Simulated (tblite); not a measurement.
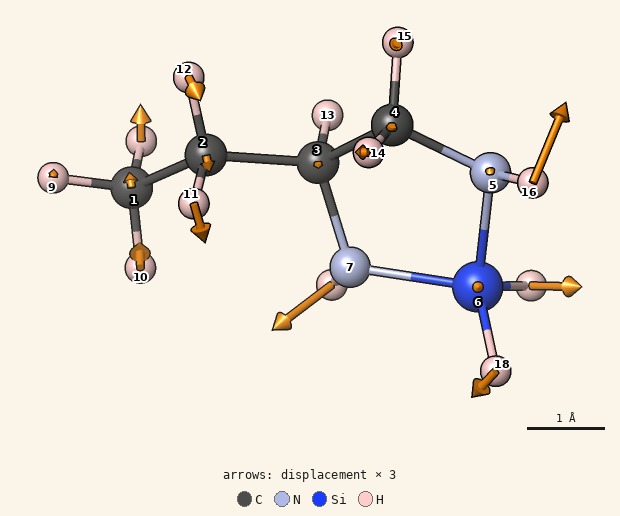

This is a relaxation of C4H12N2Si. The starting structure is drawn; orange arrows show the displacements, 3 times their true length. The two geometries are superimposed by the best rigid fit.

A ball-and-stick model, seen from a free direction.

The calculation used GFN2-xTB geometry optimisation, gas phase (tblite). 

**Describe the change and its energy.**

The largest move after the best rigid fit is that of an H atom, 0.41 Å. Largest moves by element: H 0.41 Å, C 0.08 Å, Si 0.04 Å, N 0.03 Å. Some distances before and after: C–N 1.479 → 1.446 Å, C–C 1.550 → 1.533 Å, H–N 1.018 → 1.006 Å, C–H 1.098 → 1.088 Å. Bond angles that change, for instance: Si–N–H 108.9° → 123.8°, Si–N–H 109.3° → 123.5°, N–Si–H 109.9° → 118.7°. After 73 geometry steps the energy has fallen by 36.9 kJ/mol.
